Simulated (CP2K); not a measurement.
**C2HClFIn (SMILES C#[C][In]([F])[Cl]): GFN1-xTB**

What is the vertical singlet–triplet gap of C2HClFIn at GFN1-xTB? 

The results are computed with CP2K 2026.2.

7 further runs of the same task are left out: 3 that didn't finish, 4 set aside as unsound or not needed.

**1. Starting point**

The species is C2HClFIn (6 atoms), meant as a singlet with charge 0. SMILES: `C#[C][In]([F])[Cl]`. The coordinates come from a PBE0-D4/def2-TZVP relaxation.

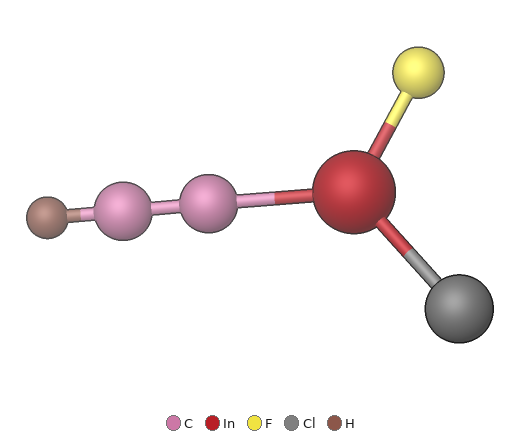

Viewed from a chosen angle; carbon pink, indium red, fluorine yellow, chlorine grey, hydrogen brown.

**2. A single-point energy at GFN1-xTB**

File qs.inp:

```
&GLOBAL
  PROJECT_NAME qs
  RUN_TYPE ENERGY
  PRINT_LEVEL MEDIUM
&END GLOBAL

&FORCE_EVAL
  METHOD QUICKSTEP
  &DFT
    CHARGE 0
    MULTIPLICITY 1
    &QS
      METHOD XTB
      EPS_DEFAULT 1.0E-10
      &XTB
        GFN_TYPE 1
        CHECK_ATOMIC_CHARGES F
      &END XTB
    &END QS
    &POISSON
      PERIODIC NONE
      POISSON_SOLVER ANALYTIC
    &END POISSON
    &SCF
      SCF_GUESS ATOMIC
      EPS_SCF 1.0E-06
      MAX_SCF 80
      ADDED_MOS 8
      &DIAGONALIZATION
        ALGORITHM STANDARD
      &END DIAGONALIZATION
      &MIXING
        METHOD BROYDEN_MIXING
        ALPHA 0.3
        NBUFFER 8
      &END MIXING
    &END SCF
    &PRINT
      &MOMENTS
        PERIODIC F
        REFERENCE COM
        MAX_MOMENT 1
      &END MOMENTS
      &MO ON
        ENERGIES T
        OCCUPATION_NUMBERS T
        NDIGITS 6
        &EACH
          QS_SCF 0
        &END EACH
        ADD_LAST NUMERIC
      &END MO
      &HIRSHFELD OFF
      &END HIRSHFELD
    &END PRINT
  &END DFT
  &SUBSYS
    &CELL
      ABC [angstrom] 15.4 14.9 17.5
      PERIODIC NONE
    &END CELL
    &COORD
      SCALED T
      C    0.57430844   0.54824497   0.60578857
      C    0.53213961   0.53346644   0.54909714
      In   0.46105519   0.50958725   0.45233143
      F    0.38847078   0.40415772   0.44438857
      Cl   0.45434091   0.59584228   0.34397714
      H    0.61152922   0.56113758   0.65602286
    &END COORD
  &END SUBSYS
&END FORCE_EVAL
```

Command:

```console
OMP_NUM_THREADS=1 cp2k.psmp qs.inp > qs.out
```

What it wrote, cut to the lines that bear on the results:

```text
CP2K| version string:                                       CP2K version 2026.2
[...]
 GLOBAL| Method name                                                        CP2K
[...]
 GLOBAL| Run type                                                         ENERGY
[...]
                             - Atoms:                                          6
[...]
                             - Spherical basis functions:                     32
[...]
 Number of electrons:                                                         26
[...]
     1 NoMix/Diag. 0.30E+00    0.0     0.76286877       -15.5860711288 -1.56E+01
[...]
    33 Broy./Diag. 0.30E+00    0.0     0.00000025       -15.6536422454  1.17E-06
  *** SCF run converged in    33 steps ***
[...]
 TB_DIPOLE| Moment [Debye]          2.29564925       1.84310728       2.10638305
 TB_DIPOLE| Derivative [a.u.]       0.00000000       0.00000000       0.00000000
[...]
 ENERGY| Total FORCE_EVAL ( QS ) energy [hartree]            -15.653642245389182
[...]
```

Wall time 0.28 s (1 thread of Arm Neoverse V2, shared host).

**3. The triplet, same level**

File job.inp:

```
&GLOBAL
  PROJECT_NAME job
  RUN_TYPE ENERGY
  PRINT_LEVEL MEDIUM
&END GLOBAL

&FORCE_EVAL
  METHOD QUICKSTEP
  &DFT
    CHARGE 0
    MULTIPLICITY 3
    UKS T
    &QS
      METHOD XTB
      EPS_DEFAULT 1.0E-10
      &XTB
        GFN_TYPE 1
        CHECK_ATOMIC_CHARGES F
      &END XTB
    &END QS
    &POISSON
      PERIODIC NONE
      POISSON_SOLVER ANALYTIC
    &END POISSON
    &SCF
      SCF_GUESS ATOMIC
      EPS_SCF 1.0E-06
      MAX_SCF 40
      &OT ON
        MINIMIZER CG
        PRECONDITIONER FULL_SINGLE_INVERSE
      &END OT
      &OUTER_SCF
        EPS_SCF 1.0E-06
        MAX_SCF 10
      &END OUTER_SCF
    &END SCF
    &PRINT
      &MOMENTS
        PERIODIC F
        REFERENCE COM
        MAX_MOMENT 1
      &END MOMENTS
      &MO_CUBES
        NLUMO 3
        NHOMO -1
        WRITE_CUBE F
      &END MO_CUBES
      &HIRSHFELD OFF
      &END HIRSHFELD
    &END PRINT
  &END DFT
  &SUBSYS
    &CELL
      ABC [angstrom] 15.4 14.9 17.5
      PERIODIC NONE
    &END CELL
    &COORD
      SCALED T
      C    0.57430844   0.54824497   0.60578857
      C    0.53213961   0.53346644   0.54909714
      In   0.46105519   0.50958725   0.45233143
      F    0.38847078   0.40415772   0.44438857
      Cl   0.45434091   0.59584228   0.34397714
      H    0.61152922   0.56113758   0.65602286
    &END COORD
  &END SUBSYS
&END FORCE_EVAL
```

Command:

```console
OMP_NUM_THREADS=1 cp2k.psmp -i job.inp -o job.out
```

What it wrote, cut to the lines that bear on the results:

```text
CP2K| version string:                                       CP2K version 2026.2
[...]
 GLOBAL| Method name                                                        CP2K
[...]
 GLOBAL| Run type                                                         ENERGY
[...]
                             - Atoms:                                          6
[...]
                             - Spherical basis functions:                     32
[...]
 Number of electrons:                                                         14
[...]
     1 OT CG       0.80E-01    0.0     0.03259142       -15.3098208924 -1.53E+01
[...]
    20 OT CG       0.14E+00    0.0     0.00000093       -15.4497690298 -1.30E-10
  *** SCF run converged in    20 steps ***
[...]
 TB_DIPOLE| Moment [Debye]          1.83347350       2.19834988       0.72606450
 TB_DIPOLE| Derivative [a.u.]       0.00000000       0.00000000       0.00000000
[...]
 ENERGY| Total FORCE_EVAL ( QS ) energy [hartree]            -15.449769029840645
[...]
```

It took 1.1 s on 1 thread of Arm Neoverse V2, shared host.

**4. Summary of results**

At GFN1-xTB:

| quantity | value |
| --- | --- |
| singlet: total energy | -15.65364 Eh |
| singlet: dipole moment (from atomic charges alone) | 3.62 D |
| singlet: HOMO energy | -12.41 eV |
| singlet: LUMO energy | -7.04 eV |
| singlet: HOMO–LUMO gap | 5.36 eV |
| singlet: dispersion energy | -4.80 kJ/mol |
| triplet: total energy | -15.44977 Eh |
| triplet: dipole moment (from atomic charges alone) | 2.95 D |
| triplet: HOMO energy (highest over α and β) | -6.97 eV |
| triplet: dispersion energy | -4.80 kJ/mol |
| vertical energy of the triplet above the singlet | 5.548 eV |

**Reading.** The method runs without spin polarisation, so open shells lack the exchange term that lowers high spin: such gaps come out too high and can have the wrong sign. At this shape the triplet lies 5.55 eV (128 kcal/mol) above the singlet. The dipole (singlet) comes from point charges on the atoms alone, without atomic dipoles, so it is partial. The dipole (triplet) comes from point charges on the atoms alone, without atomic dipoles, so it is partial.
